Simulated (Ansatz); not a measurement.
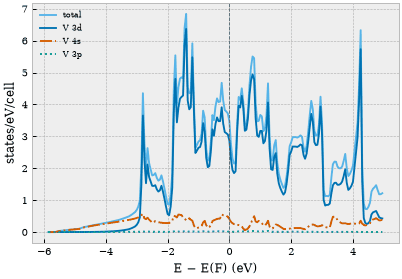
Fig. 1. Total and projected density of states of V (diamond, Fd-3m), plane-wave PAW PBEsol (Ansatz code)

Task: Which orbitals carry the states next to the Fermi level?

Result: Within 0.5 eV of the Fermi level: V 3d 87 %, V 4s 9 %. Projections are on Löwdin-orthogonalised atomic valence shells; empty p or d shells of many metals are not among them.

Task: Where is the tallest occupied peak in this window, and what makes it?

Result: Near -1.4 eV, about 6.8 states/eV per cell; the largest projected share is V 3d.

The start of the workflow was typed in or built on a structure type; neither database checked (COD, Materials Project) lists it. It is not the phase usual at ambient conditions (space group No. 229). The cell was relaxed with PBEsol under the symmetry of its start; its stability against distortions is not shown here. Magnetic state: ferromagnetic, chosen from 4 collinear starts compared on coarse meshes (ties went to the first, and starts can fall back to one state), not a proven ground state.

Potentials: the later of the program's two PAW sets.
